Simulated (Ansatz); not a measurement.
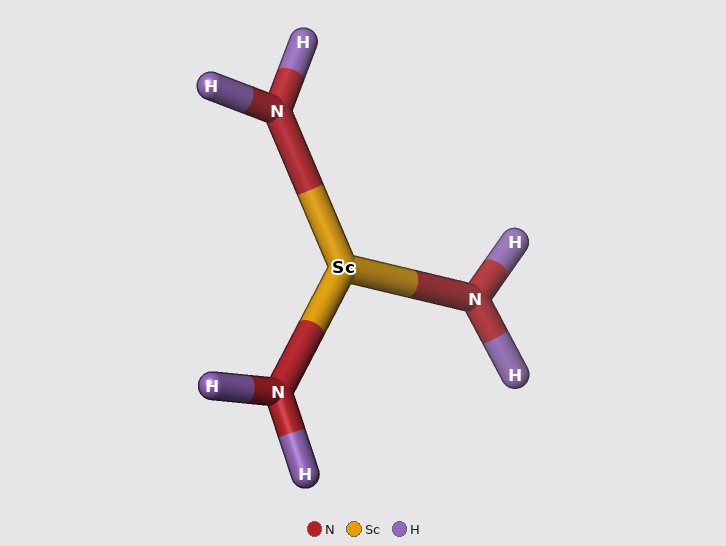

Charge 0, singlet.

Identify the structure.

It has 10 atoms: 6 hydrogen, 3 nitrogen and 1 scandium (H₆N₃Sc). Its SMILES string is `[NH2][Sc]([NH2])[NH2]`. This geometry has D3h symmetry. All atoms lie on one plane. Coordination: 3 N trigonal planar; 1 Sc trigonal planar.

The parts below concern this one geometry. Atoms keep their numbers from picture to picture. The geometry was computed by an optimisation with PBE0-D4/def2-TZVP.

Geometry

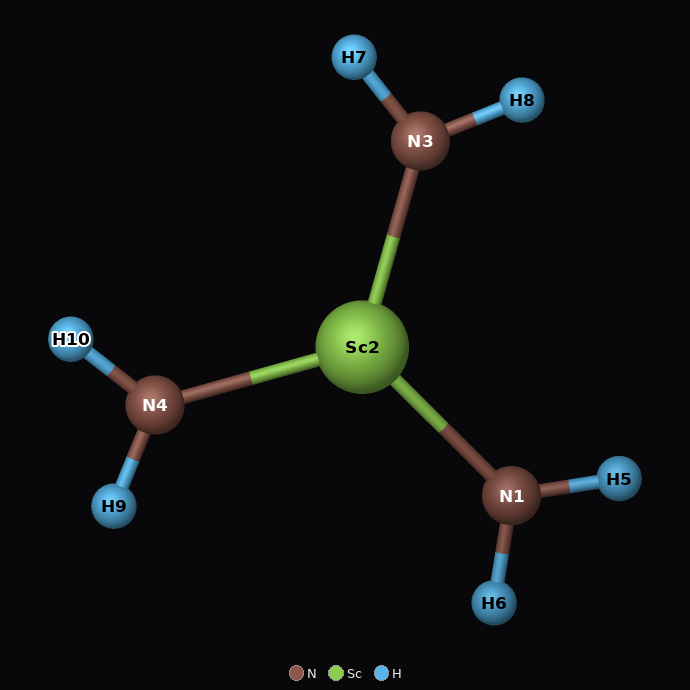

The atoms are numbered.

List the bonds and their lengths.

```json
{"bond": "N1–Sc2", "length (Å)": "1.994"}
{"bond": "N1–H5", "length (Å)": "1.013"}
{"bond": "N1–H6", "length (Å)": "1.013"}
{"bond": "Sc2–N3", "length (Å)": "1.994"}
{"bond": "Sc2–N4", "length (Å)": "1.995"}
{"bond": "N3–H7", "length (Å)": "1.013"}
{"bond": "N3–H8", "length (Å)": "1.013"}
{"bond": "N4–H9", "length (Å)": "1.013"}
{"bond": "N4–H10", "length (Å)": "1.013"}
```

Levels of theory compared

Program: Ansatz 0.2.0.

Tabulate HOMO–LUMO gap (eV), HOMO energy (eV) at these levels: HSE06 (plane-wave form)-D4/def2-TZVPP; PBE0-D4/def2-QZVPP; PBE0-D4/def2-SVP; r2SCAN0-D4/def2-TZVPP; r2SCANh-D4/def2-TZVPP; revPBE-D4/def2-TZVPP; ωB97M-V/def2-SVP; ωB97M-V/def2-TZVPP; ωB97X-V/def2-TZVPP.

| level | HOMO–LUMO gap (eV) | HOMO energy (eV) |
| --- | --- | --- |
| HSE06 (plane-wave form)-D4/def2-TZVPP | 4.83 | −6.23 |
| PBE0-D4/def2-QZVPP | 5.60 | −6.68 |
| PBE0-D4/def2-SVP | 5.44 | −6.16 |
| r2SCAN0-D4/def2-TZVPP | 6.01 | −6.83 |
| r2SCANh-D4/def2-TZVPP | 4.82 | −6.06 |
| revPBE-D4/def2-TZVPP | 3.50 | −5.23 |
| ωB97M-V/def2-SVP | 8.94 | −8.58 |
| ωB97M-V/def2-TZVPP | 9.39 | −9.05 |
| ωB97X-V/def2-TZVPP | 9.83 | −9.13 |

Vibrations

Harmonic vibrations computed with RKS PBE0-D4/def2-TZVP (Ansatz 0.2.0) at a stationary point of the same level.

> How many vibrational modes are there, and where do they lie?

24 modes: 92, 132, 132, 231, 256, 256, 351, 443, 443, 478, 478, 494, 582, 673, 673, 1543, 1543, 1553, 3539, 3539, 3541, 3626, 3627, 3627 cm⁻¹.

Thermal motion

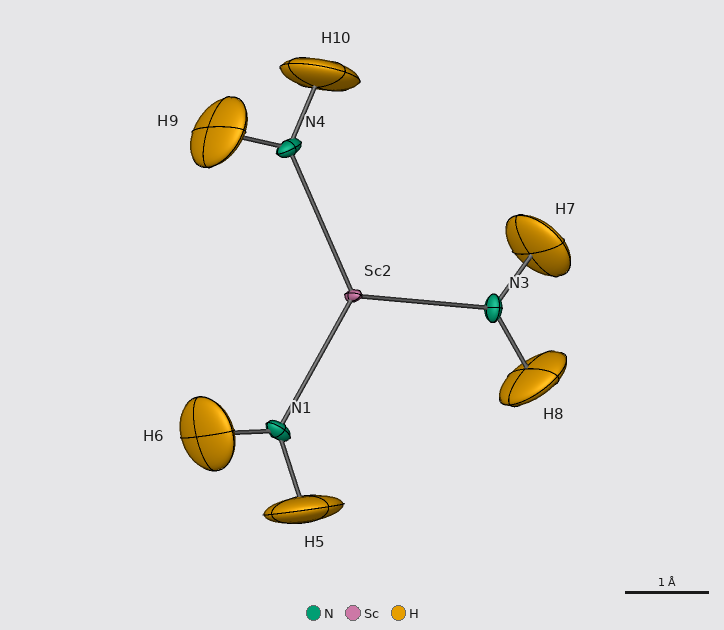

Displacement ellipsoids at the 50 % level, from the internal vibrations of the free molecule (harmonic, no overall translation or rotation; no half-axis is drawn under 0.075 Å). Vibrations computed with RKS PBE0-D4/def2-TZVP (Ansatz 0.2.0). Temperature: 400 K.

> Which atom has the largest mean-square displacement?

H5, H6, H7, H8, H9, H10, with U_eq = 0.0789 Å².

> Does H10 move more along its bond or across it?

Across it: the root-mean-square amplitude is 0.118 Å along the bond and up to 0.371 Å across, since bending and torsion are softer than stretching.

List U_eq and the three principal root-mean-square amplitudes for each kind of atom.

```json
{"atom": "N1, N3, N4", "U_eq (Å²)": "0.0085", "rms amplitudes (Å)": "0.063, 0.095, 0.112"}
{"atom": "Sc2", "U_eq (Å²)": "0.0053", "rms amplitudes (Å)": "0.042, 0.042, 0.111"}
{"atom": "H5, H6, H7, H8…", "U_eq (Å²)": "0.0789", "rms amplitudes (Å)": "0.105, 0.297, 0.370"}
```
